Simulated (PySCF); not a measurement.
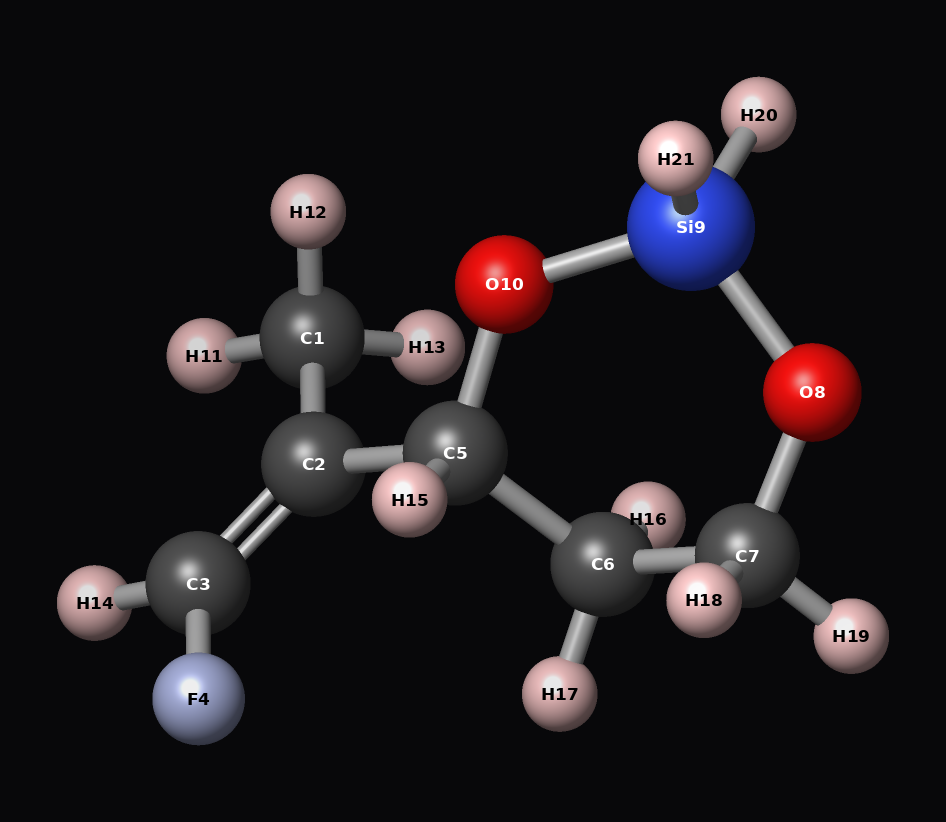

The computed structure is the end point of a GFN2-xTB optimisation. No frequency run is at hand to confirm it as a minimum. Electric field gradients from the ground-state density, PBE0/pcSseg-1 (PySCF 2.14.0), non-relativistic apart from any core potentials.

Give the largest field-gradient component, the quadrupole coupling constant and the asymmetry for 17O at O8 (Q = −25.6 mb), 17O at O10 (Q = −25.6 mb).

```csv
atom,V_zz (a.u.),e²qQ/h (MHz),η
O8,1.714,−10.31,0.45
O10,1.717,−10.33,0.45
```

The geometry is semi-empirical. Around Si such bond lengths and angles can be off by a tenth of an ångström or more and by several degrees, and values that hang on the shape move with them.
